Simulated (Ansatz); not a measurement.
**Fields on a plane of NiPtF6 (space group R-3)**

```xyz
8
Lattice="2.4677 1.4247 4.5189 -2.4677 1.4247 4.5189 0.0000 -2.8494 4.5189" Properties=species:S:1:pos:R:3 pbc="T T T"
Ni     0.0000     0.0000     0.0000
Pt     0.0000     0.0000     6.7784
F      1.5943    -0.0723     7.9094
F     -1.5943     0.0723     5.6474
F     -0.7345     1.4169     7.9094
F      0.7345    -1.4169     5.6474
F     -0.8598    -1.3446     7.9094
F      0.8598     1.3446     5.6474
```

The slice is a (1 -1 0 2) plane (indices of the conventional cell) through the point (0.898, 0.252, 0.600) (fractional), spanned by u = [1 0 -1] and v = [010] in vectors of this cell: u (4.94 Å) and v (5.34 Å, at 90° to u). It covers one period; positions are fractions (u, v).

Atoms on it: F at (0.00, 0.00); F at (0.20, 0.50).

Calculation: PBEsol (plane waves to 420 eV, PAW, scalar-relativistic; Ansatz, a first-principles code). k mesh 8×8×8. Near the nuclei the fields are pseudised (PAW); where an atom keeps semicore shells as valence, they peak there. NiPtF6 is run spin-polarised and with no Hubbard U. NiPtF6 was relaxed with its symmetry unable to fall. Relaxed NiPtF6 ends ferromagnetic. Spin-orbit coupling is left out, though Pt is heavy. Other magnetic orders were not checked, so this need not be the ground state.

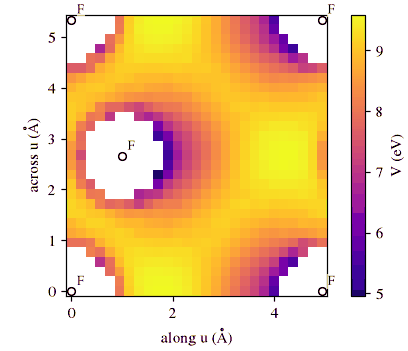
Figure. Electrostatic potential energy of an electron, from the cell's mean, in eV, one period of the plane, atoms marked. Points within 0.8 Å of a nucleus are left white, as the pseudised field means little there. The zero, the cell's mean, hangs on the PAW cores.

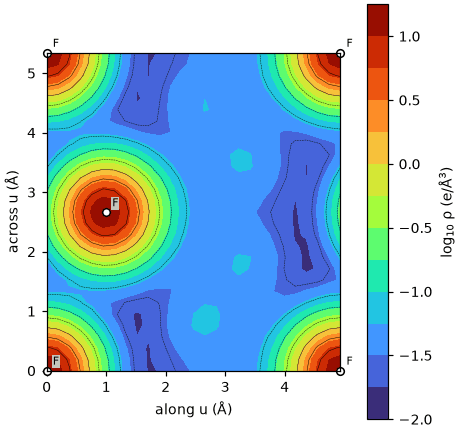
Figure: Log₁₀ of the valence density in e/Å³, one period of the plane, atoms marked. The scale is logarithmic, as a density can span decades between atoms and voids.
